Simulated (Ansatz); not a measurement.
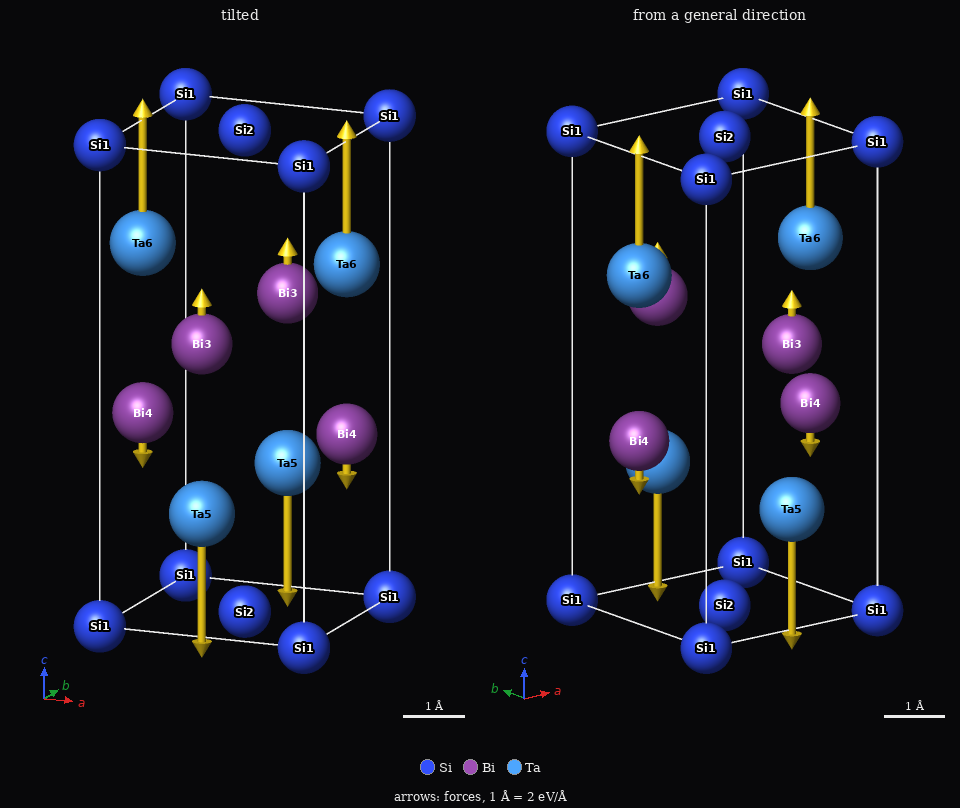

View slightly off an axis and from a general direction, drawn as a spheres-only model. Lines trace the edges of the simulation cell. The arrows are the computed forces on the atoms.

System: TaSiBi. Computational set-up: Ansatz, DFT, PAW plane waves, r2SCAN, wavefunction cutoff 500 eV, k-point mesh 9×9×4, Fermi-Dirac smearing of 0.1 eV, no spin polarisation.

**Are the atoms in equilibrium?**

No. The atoms still feel forces of up to about 3.9 eV/Å, far above a usual threshold of 0.01 to 0.03 eV/Å.

**Find the atom with the largest force.**

Ta5 and Ta6, about 3.9 eV/Å.

The model is a generated cell, made by putting these elements into a known structure type (the compound may or may not exist in this form); its atoms and cell weren't optimised. Ansatz was used for an electronic-structure calculation on it.
